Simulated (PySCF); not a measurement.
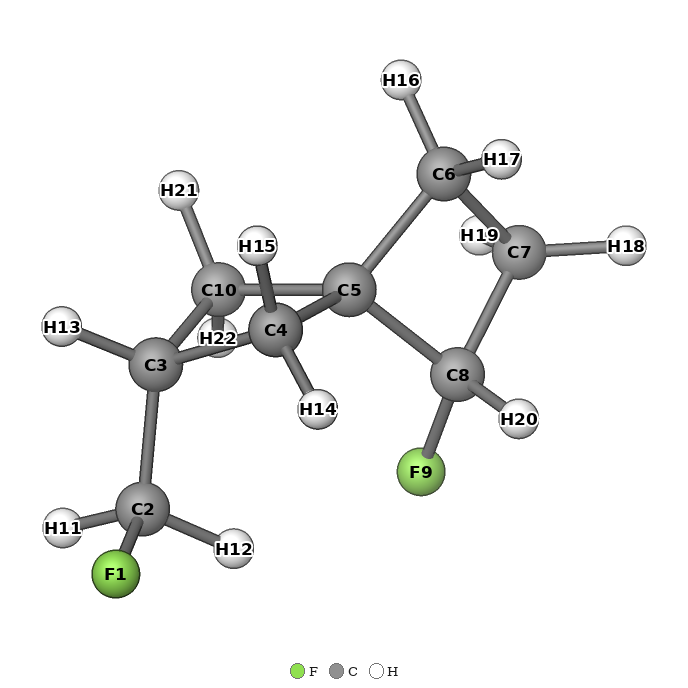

Atoms carry their numbers in the input. The geometry was computed by an optimisation with PBE0-D3(BJ)/def2-SVP. No frequency run is at hand to confirm it as a minimum.

List the bonds and their lengths. Leave out bonds to hydrogen.

```tsv
bond	length (Å)	order
F1–C2	1.376	single
C2–C3	1.508	single
C3–C4	1.544	single
C3–C10	1.545	single
C4–C5	1.533	single
C5–C6	1.538	single
C5–C8	1.536	single
C5–C10	1.545	single
C6–C7	1.542	single
C7–C8	1.525	single
C8–F9	1.372	single
```
